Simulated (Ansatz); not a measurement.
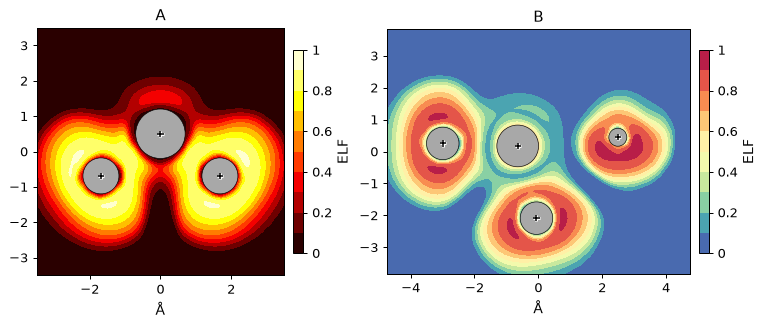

The ELF of 2 systems, each on a plane through atoms (crosses mark nuclei in the plane; grey discs cover the cores).

Level of theory: Ansatz, RKS PBE/def2-SVP.

System 1: Cl3HSi, the plane of atoms Cl4, Si1 and Cl5. 

```xyz
5

Si    0.1650    0.0000    0.2445
H    -0.0810    0.0000    1.7125
Cl    2.1948    0.0000   -0.1139
Cl   -0.6791    1.6824   -0.5956
Cl   -0.6791   -1.6824   -0.5956
```

System 2: Cl4Sn···H2O, the plane of atoms Cl3, Sn1 and Cl4. Core potentials replace the inner electrons of Sn; not at a stationary point (largest force 0.7 eV/Å).

```xyz
8

Sn    0.2106    0.1035   -0.0995
Cl    0.2617    0.0305    2.2963
Cl    2.4635   -0.0438   -0.7495
Cl   -0.6028    2.1109   -0.9781
Cl   -0.8180   -1.8330   -0.9683
O    -2.7245    0.0236    1.0390
H    -2.8598   -0.8825    0.6952
H    -2.2742   -0.1390    1.9075
```

Question: Match each panel to its system.

Answer: Panel A is system 1, Cl3HSi: the plane holds Si and Cl. Si–Cl (2.06 Å): the ELF peaks at about 0.85 between the atoms: a polar covalent bond. Panel B is system 2, Cl4Sn···H2O: the plane holds Sn, Cl and O. Sn1···O6 (3.15 Å): the ELF dips to about 0.10 between them.
